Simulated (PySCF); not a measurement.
# C4H3F3O3S: the cost of one run

Computed with PySCF 2.14.0 and routines of our own; the level stands in each step. Atoms count from 0.

## Step 1: The system as given

14 atoms, charge 0, multiplicity 1; geometry from: GFN2-xTB.

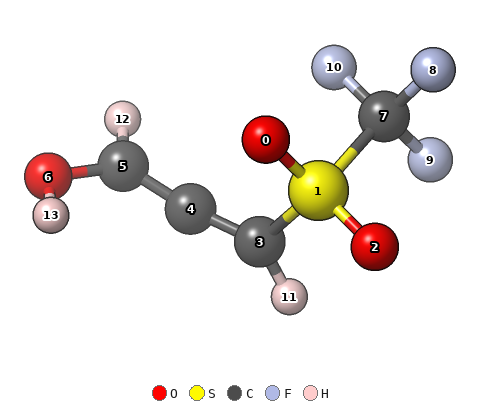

The starting geometry (oxygen red, sulfur yellow, carbon dark grey, fluorine light blue, hydrogen pink).

## Step 2: Geometry optimisation at PBE0-D3(BJ)/def2-SVP

The job: settings as JSON, then the geometry in Å.

```
{"job": {"xc": "PBE0", "basis": "def2-SVP", "d3": "d3bj", "grid": 2, "kind": "geom"}, "charge": 0, "multiplicity": 1}
O      0.077875     1.504102    -1.215270
S     -0.783017     0.365816    -1.169304
O     -1.511443    -0.019934    -2.334607
C      0.063497    -1.051906    -0.441282
C      1.063641    -0.832981     0.342491
C      2.040441    -0.397847     1.096085
O      3.318666    -0.207640     0.741189
C     -2.075177     0.735729     0.178024
F     -2.831724     1.777545    -0.122319
F     -2.853442    -0.332759     0.352577
F     -1.446917     0.972772     1.331383
H     -0.370528    -1.993905    -0.720033
H      1.875619    -0.228527     2.153651
H      3.431830    -0.290940    -0.214752
```

On the command line:

```console
> OMP_NUM_THREADS=1 python excited_run.py task.json out
```

The driver reads the jobs from task.json and runs them one after another.

Q: Estimate the wall time and peak memory of this first job on 1 thread of Arm Neoverse N1, shared host.

About 6.6 min, with a peak of 0.81 GiB.
